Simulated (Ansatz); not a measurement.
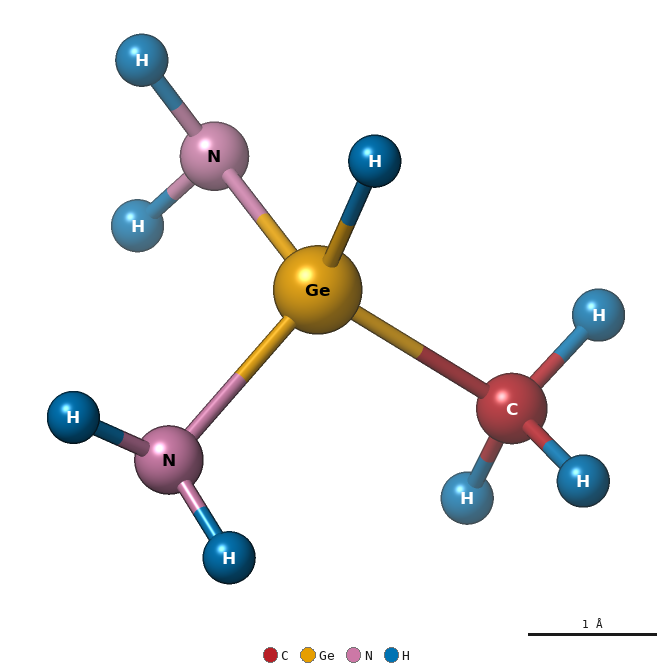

Atoms fade into the background with distance from the viewer. The computed structure is the end point of a PBE-D4/def2-SVP optimisation. No frequency run is at hand to confirm it as a minimum. Masses are those of the most abundant isotopes; constants are for the rigid equilibrium geometry.

What kind of rotor is it, and what are its rotational constants in MHz?

An asymmetric top (C1): A = 5174, B = 4886, C = 3104 MHz. Ray's parameter κ is 0.72, nearer the oblate limit.
